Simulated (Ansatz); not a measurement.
SiMo3 (Pm-3n): the Drude term of Re ε in the infrared

Re ε of SiMo3 (Pm-3n) at low photon energies is read from one computed spectrum; the carriers' damping was typed as γ = 0.05 eV.

The structure is cubic, space group Pm-3n (No. 223). Conventional cell: a = 4.889 Å, b = 4.889 Å, c = 4.889 Å, α = 90.00°, β = 90.00°, γ = 90.00°. Mo on site c is surrounded by 2 Mo at 2.44 Å and 4 Si at 2.73 Å. Si on site a is surrounded by 12 Mo at 2.73 Å.

Method: Ansatz 0.2.0, PBE, independent particles, k-mesh 6×6×6 with interpolation inside its cells, Gaussian parameter 0.15 eV.

Launch of the response step: `ansatz run input.yaml --threads 4 --pin off --max-ram 8192MiB --backend cpu --events-out ev --progress --plain --runs-dir out`. The run took 68 s, on 4 threads of Arm Neoverse V2, with other jobs on the host.

```
photon energy E (eV)  wavelength (µm)    Re ε
                0.25             4.96  -403.5
                0.30             4.13  -273.5
                0.35             3.54  -197.3
                0.40             3.10  -151.1
                0.50             2.48  -103.0
                0.60             2.07   -75.6
                0.70             1.77       ?
```

A Drude term over a constant background gives Re ε = ε_b − ωp²/(E² + γ²), linear in 1/(E² + γ²).

Working, on the rows shown:

| x = 1/(E² + γ²) (eV⁻²) | y = Re ε |
| --- | --- |
| 15.3846 | -403.5 |
| 10.8108 | -273.5 |
| 8 | -197.3 |
| 6.15385 | -151.1 |
| 3.9604 | -103 |
| 2.75862 | -75.6 |

Means: x̄ = 7.8447, ȳ = -200.67. Σ(x − x̄)(y − ȳ) = -2844, Σ(x − x̄)² = 109.5. Slope = -2844 / 109.5 = -25.98; intercept = ȳ − slope · x̄ = 3.1141. The line misses the rows shown by at most 7.4.

**Question.** What does the fit predict for the withheld row, and how well does it do?

**Answer.** At x = 2.0305 the line gives y = -49.631. The run gave -52.5, so the extrapolation is off by 2.9, 0.8 % of the range in the table.

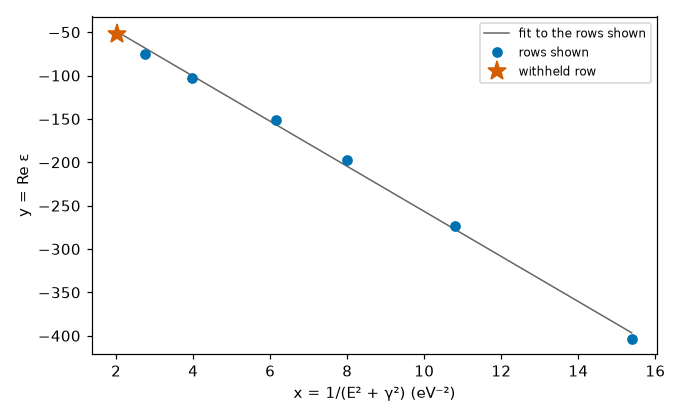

Refitted with all rows, the slope is -25.87 and the intercept 1.9798. These give ωp = √(−slope) = 5.09 eV, against 5.70 eV from the program's Fermi-surface sum, and an intercept of 2.0. Taking the program's Drude term off the rows leaves 96 at the lowest energy and 13 at the highest, so the background isn't constant: interband transitions lie in or near the window, and neither fitted number can be trusted. The values come from a sum over the points of one k-mesh and carry its error, which is largest for Fermi-surface quantities. Spin-orbit coupling is left out.

[Logs are printed without paths, hosts, clocks, repeated set-up lines and the standing remarks that a program may print on its own settings, such as how far it seeks lower states.]
